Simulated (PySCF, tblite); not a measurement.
# C₅H₆O₃: a rotation path, then NMR shifts on frames, part 2 of 2

tblite 0.8.0 and PySCF 2.14.0. Atoms count from 0. The steps go on from the part before.

## Step 5: Nuclear shieldings: image 4, PBE0/pcSseg-1

Job settings and geometry (Å):

```
{"job": {"kind": "nmr", "xc": "PBE0", "basis": "pcSseg-1", "pop": false}, "charge": 0, "multiplicity": 1}
O      1.971200    -1.221300     1.456200
C      2.352500    -0.909600     0.371800
O      1.664700    -0.261000    -0.565300
C      0.346500     0.075500    -0.306400
C     -0.142600     1.212600     0.160000
C     -1.633600     1.108400     0.204100
O     -1.945700    -0.200100    -0.261100
C     -0.764000    -0.893600    -0.606300
H      3.359000    -1.113800    -0.030500
H      0.389700     2.093600     0.461300
H     -2.117500     1.850300    -0.446500
H     -2.026100     1.237700     1.221500
H     -0.674300    -1.811800    -0.009500
H     -0.780400    -1.167300    -1.671400
```

With the program's defaults for keys left out, this is: GIAO PBE0/pcSseg-1 NMR shielding, non-relativistic, gas phase.

What it wrote:

```text
coarse grid: 12408 points
cycle   1  E = -419.0021794095  dE =  1.592e+00  |g| = 9.768e-01  |ddm| = 3.463e+00
cycle   2  E = -418.5803843841  dE =  4.218e-01  |g| = 1.787e+00  |ddm| = 1.736e+00
cycle   3  E = -419.1621201979  dE = -5.817e-01  |g| = 3.069e-01  |ddm| = 1.263e+00
cycle   4  E = -419.1781065226  dE = -1.599e-02  |g| = 9.994e-02  |ddm| = 2.494e-01
cycle   5  E = -419.1797357826  dE = -1.629e-03  |g| = 1.752e-02  |ddm| = 5.451e-02
cycle   6  E = -419.1797903514  dE = -5.457e-05  |g| = 8.192e-03  |ddm| = 1.681e-02
cycle   7  E = -419.1798052132  dE = -1.486e-05  |g| = 2.442e-03  |ddm| = 7.702e-03
cycle   8  E = -419.1798065164  dE = -1.303e-06  |g| = 5.494e-04  |ddm| = 2.191e-03
final grid: 121896 points
cycle   9  E = -419.2593908571  dE = -1.549e-05  |g| = 1.526e-02  |ddm| = 2.679e-02
cycle  10  E = -419.2593380592  dE =  5.280e-05  |g| = 2.317e-02  |ddm| = 2.084e-02
cycle  11  E = -419.2594313098  dE = -9.325e-05  |g| = 2.179e-03  |ddm| = 1.293e-02
cycle  12  E = -419.2594321798  dE = -8.700e-07  |g| = 4.289e-04  |ddm| = 1.506e-03
cycle  13  E = -419.2594322092  dE = -2.938e-08  |g| = 1.628e-04  |ddm| = 4.069e-04
cycle  14  E = -419.2594322146  dE = -5.479e-09  |g| = 3.922e-05  |ddm| = 1.450e-04
cycle  15  E = -419.2594322149  dE = -2.764e-10  |g| = 1.917e-05  |ddm| = 4.238e-05
converged SCF energy = -419.2594322149

GIAO shielding tensors (ppm)
atom      isotropic    diamagn.    paramagn.     s11        s22        s33       span
  0 O     -119.330     401.945    -521.275   -409.180   -233.157    284.348    693.528
  1 C       23.487     244.321    -220.834    -83.795     72.508     81.748    165.543
  2 O       99.178     402.082    -302.905    -42.543    122.491    217.586    260.129
  3 C       30.327     258.051    -227.724    -66.048     73.056     83.973    150.021
  4 C       65.009     257.382    -192.374    -31.049     82.509    143.566    174.615
  5 C      107.356     244.947    -137.591     71.086     96.568    154.414     83.328
  6 O      317.525     395.976     -78.451    225.597    324.267    402.710    177.113
  7 C      110.226     245.838    -135.612     76.757     97.538    156.382     79.624
  8 H       23.718      25.532      -1.813     19.787     23.539     27.828      8.042
  9 H       26.092      32.681      -6.589     23.919     25.239     29.118      5.199
 10 H       26.543      27.974      -1.431     22.755     25.066     31.809      9.054
 11 H       26.517      28.572      -2.055     22.912     24.946     31.694      8.782
 12 H       26.712      29.967      -3.255     23.222     26.242     30.672      7.450
 13 H       26.927      29.045      -2.118     23.033     26.295     31.454      8.421
```

Wall time 24 s (1 thread of Intel Xeon Platinum 8259CL at 2.50GHz, shared host); peak memory 0.75 GiB.

This run: δ C1 163.4, C3 156.6, C4 121.9, C5 79.6, H8 8.00, H9 5.63 ppm.

## Step 6: Shielding tensors: image 6, PBE0/pcSseg-1

Job settings and geometry (Å):

```
{"job": {"kind": "nmr", "xc": "PBE0", "basis": "pcSseg-1", "pop": false}, "charge": 0, "multiplicity": 1}
O      1.773300    -1.991600     0.790300
C      2.304700    -1.096600     0.207600
O      1.747000     0.019900    -0.253300
C      0.388300     0.218100    -0.134400
C     -0.215500     1.367100     0.135100
C     -1.693400     1.144700     0.124100
O     -1.877000    -0.229200    -0.193100
C     -0.626400    -0.863600    -0.381500
H      3.379900    -1.056100    -0.032200
H      0.233000     2.319800     0.336900
H     -2.204000     1.762800    -0.627000
H     -2.144500     1.356600     1.103900
H     -0.521200    -1.706200     0.312300
H     -0.544800    -1.246200    -1.410700
```

Level: GIAO PBE0/pcSseg-1 NMR shielding, non-relativistic, gas phase.

What it wrote:

```text
coarse grid: 12408 points
cycle   1  E = -419.0051940967  dE =  1.601e+00  |g| = 9.735e-01  |ddm| = 3.465e+00
cycle   2  E = -418.5950685956  dE =  4.101e-01  |g| = 1.768e+00  |ddm| = 1.704e+00
cycle   3  E = -419.1644184551  dE = -5.693e-01  |g| = 2.998e-01  |ddm| = 1.234e+00
cycle   4  E = -419.1796150768  dE = -1.520e-02  |g| = 9.729e-02  |ddm| = 2.390e-01
cycle   5  E = -419.1811595078  dE = -1.544e-03  |g| = 1.551e-02  |ddm| = 5.200e-02
cycle   6  E = -419.1812064204  dE = -4.691e-05  |g| = 6.285e-03  |ddm| = 1.523e-02
cycle   7  E = -419.1812146507  dE = -8.230e-06  |g| = 2.029e-03  |ddm| = 5.856e-03
final grid: 121896 points
cycle   8  E = -419.2605805572  dE = -1.251e-05  |g| = 1.609e-02  |ddm| = 2.820e-02
cycle   9  E = -419.2605119938  dE =  6.856e-05  |g| = 2.523e-02  |ddm| = 2.307e-02
cycle  10  E = -419.2606261411  dE = -1.141e-04  |g| = 2.157e-03  |ddm| = 1.490e-02
cycle  11  E = -419.2606270120  dE = -8.709e-07  |g| = 3.982e-04  |ddm| = 1.465e-03
cycle  12  E = -419.2606270343  dE = -2.236e-08  |g| = 1.844e-04  |ddm| = 3.885e-04
cycle  13  E = -419.2606270413  dE = -6.961e-09  |g| = 4.981e-05  |ddm| = 1.615e-04
cycle  14  E = -419.2606270418  dE = -5.133e-10  |g| = 1.817e-05  |ddm| = 5.082e-05
converged SCF energy = -419.2606270418

GIAO shielding tensors (ppm)
atom      isotropic    diamagn.    paramagn.     s11        s22        s33       span
  0 O     -119.345     402.060    -521.405   -405.558   -235.148    282.671    688.229
  1 C       25.334     244.175    -218.841    -82.001     73.889     84.113    166.114
  2 O       91.994     400.612    -308.619    -57.929    122.414    211.496    269.426
  3 C       30.450     259.194    -228.744    -67.295     76.689     81.956    149.251
  4 C       71.011     256.521    -185.510    -18.158     87.932    143.260    161.418
  5 C      109.511     244.114    -134.603     75.909     97.245    155.380     79.471
  6 O      316.966     396.443     -79.477    224.766    322.990    403.142    178.376
  7 C      111.148     246.989    -135.841     78.680     99.048    155.717     77.037
  8 H       23.754      25.343      -1.588     19.290     23.851     28.123      8.833
  9 H       26.179      32.146      -5.967     24.395     24.951     29.190      4.795
 10 H       26.622      27.908      -1.286     22.792     25.111     31.963      9.172
 11 H       26.592      28.299      -1.707     22.773     24.985     32.019      9.246
 12 H       25.631      30.299      -4.669     20.274     25.356     31.262     10.988
 13 H       27.030      29.822      -2.792     23.013     26.751     31.327      8.314
```

It took 22 s on 1 thread of Intel Xeon Platinum 8259CL at 2.50GHz, shared host; peak memory 0.77 GiB.

Key values: δ C1 161.6, C3 156.5, C4 115.9, C5 77.4, H8 7.96, H12 6.09 ppm.

## Step 7: Nuclear shieldings: image 8, PBE0/pcSseg-1

Job settings and geometry (Å):

```
{"job": {"kind": "nmr", "xc": "PBE0", "basis": "pcSseg-1", "pop": false}, "charge": 0, "multiplicity": 1}
O      1.813600    -2.186200    -0.177700
C      2.327400    -1.127100     0.018600
O      1.742600     0.058800     0.145200
C      0.380700     0.221400     0.061000
C     -0.237300     1.391800     0.166400
C     -1.707900     1.176300     0.024400
O     -1.876100    -0.222900    -0.160800
C     -0.620300    -0.879800    -0.158300
H      3.413800    -0.970100     0.128200
H      0.203500     2.355700     0.325900
H     -2.120600     1.713300    -0.841600
H     -2.261300     1.495200     0.918800
H     -0.593200    -1.630400     0.642300
H     -0.465600    -1.396400    -1.114700
```

Level: GIAO PBE0/pcSseg-1 NMR shielding, non-relativistic, gas phase.

What it wrote:

```text
coarse grid: 12408 points
cycle   1  E = -419.0051116209  dE =  1.603e+00  |g| = 9.737e-01  |ddm| = 3.469e+00
cycle   2  E = -418.5987108588  dE =  4.064e-01  |g| = 1.762e+00  |ddm| = 1.717e+00
cycle   3  E = -419.1643757982  dE = -5.657e-01  |g| = 2.996e-01  |ddm| = 1.242e+00
cycle   4  E = -419.1796022888  dE = -1.523e-02  |g| = 9.607e-02  |ddm| = 2.417e-01
cycle   5  E = -419.1811152673  dE = -1.513e-03  |g| = 1.479e-02  |ddm| = 5.221e-02
cycle   6  E = -419.1811603327  dE = -4.507e-05  |g| = 5.434e-03  |ddm| = 1.483e-02
cycle   7  E = -419.1811664499  dE = -6.117e-06  |g| = 1.426e-03  |ddm| = 4.772e-03
final grid: 121896 points
cycle   8  E = -419.2613423121  dE = -1.764e-05  |g| = 1.584e-02  |ddm| = 2.938e-02
cycle   9  E = -419.2612798730  dE =  6.244e-05  |g| = 2.451e-02  |ddm| = 2.247e-02
cycle  10  E = -419.2613865422  dE = -1.067e-04  |g| = 2.166e-03  |ddm| = 1.444e-02
cycle  11  E = -419.2613874132  dE = -8.711e-07  |g| = 4.423e-04  |ddm| = 1.521e-03
cycle  12  E = -419.2613874427  dE = -2.948e-08  |g| = 1.777e-04  |ddm| = 4.030e-04
cycle  13  E = -419.2613874491  dE = -6.373e-09  |g| = 5.048e-05  |ddm| = 1.615e-04
cycle  14  E = -419.2613874496  dE = -5.073e-10  |g| = 2.025e-05  |ddm| = 5.130e-05
converged SCF energy = -419.2613874496

GIAO shielding tensors (ppm)
atom      isotropic    diamagn.    paramagn.     s11        s22        s33       span
  0 O     -106.697     402.055    -508.752   -387.219   -221.691    288.820    676.039
  1 C       26.518     243.571    -217.053    -81.607     74.511     86.650    168.257
  2 O       89.994     399.813    -309.819    -72.887    120.344    222.525    295.412
  3 C       30.876     259.273    -228.397    -68.482     76.893     84.217    152.699
  4 C       73.844     256.249    -182.405    -12.775     91.643    142.664    155.439
  5 C      110.685     243.784    -133.099     78.874     97.140    156.041     77.168
  6 O      313.090     396.815     -83.725    220.556    323.053    395.662    175.106
  7 C      109.897     246.469    -136.572     77.202     95.463    157.026     79.824
  8 H       23.810      25.219      -1.409     19.221     24.053     28.154      8.933
  9 H       26.263      32.022      -5.759     24.635     24.906     29.248      4.613
 10 H       26.657      28.040      -1.383     22.806     25.109     32.056      9.251
 11 H       26.659      28.024      -1.365     22.818     25.104     32.056      9.239
 12 H       26.194      30.296      -4.102     21.350     26.302     30.931      9.580
 13 H       26.155      30.300      -4.145     21.255     26.261     30.950      9.695
```

Wall time 22 s (1 thread of Intel Xeon Platinum 8259CL at 2.50GHz, shared host); peak memory 0.74 GiB.

In short: δ C1 160.4, C3 156.0, C4 113.1, C7 77.0, H8 7.91, H13 5.56 ppm.

## Step 8: Run by run: NMR shifts

Shifts (ppm) of some atoms, chosen among heavy atoms and hydrogens apart, with basis size and wall time:

```csv
frame,C3,C4,H9,H12,O0,O2,O6,functions,time
image 0,151.8,117.8,6.73,4.97,463.0,237.7,10.1,166,23 s
image 2,151.2,120.8,5.76,4.81,451.7,235.9,14.8,166,22 s
image 4,156.6,121.9,5.63,5.00,455.4,236.9,18.6,166,24 s
image 6,156.5,115.9,5.54,6.09,455.4,244.1,19.1,166,22 s
image 8,156.0,113.1,5.45,5.52,442.8,246.1,23.0,166,22 s
```

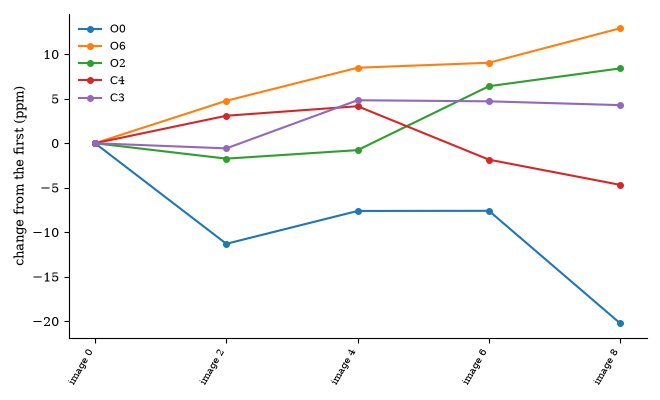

How five of the tabulated atoms move from run to run.

## Step 9: Outcome

The summary covers parts 1 to 2.

| quantity | value |
| --- | --- |
| barrier | 0.114 eV (2.6 kcal/mol) at image 4 |
| end to end (GFN2-xTB) | 0.028 eV |
| 13C shifts against TMS (PBE0/pcSseg-1, image 0) | 162.5, 151.8, 117.8, 80.7, 77.7 ppm |
| 1H shifts against TMS (PBE0/pcSseg-1, image 0) | 8.19, 6.73, 5.21, 5.21, 4.98, 4.97 ppm |
| 17O shifts against H2O (PBE0/pcSseg-1, image 0) | 463.0, 237.7, 10.1 ppm |
| range of the shift of O0 | 442.8 to 463.0 ppm |

Along the band the dihedral turns by 180°, and the top (dihedral -87°) lies 2.6 kcal/mol above the start (GFN2-xTB, rough), so at room temperature this motion is fast. Ends this close can change order at a higher level. The top was not checked by a frequency run. Shifts at one fixed geometry are not the observed spectrum, which averages over the motion. In the first frame run (image 0): The largest span, 724 ppm, is at O0, where the paramagnetic term is -529 ppm. In ppm, O0 moves most: its shift spreads over 20.2 ppm, from 442.8 (image 8) to 463.0 (image 0).
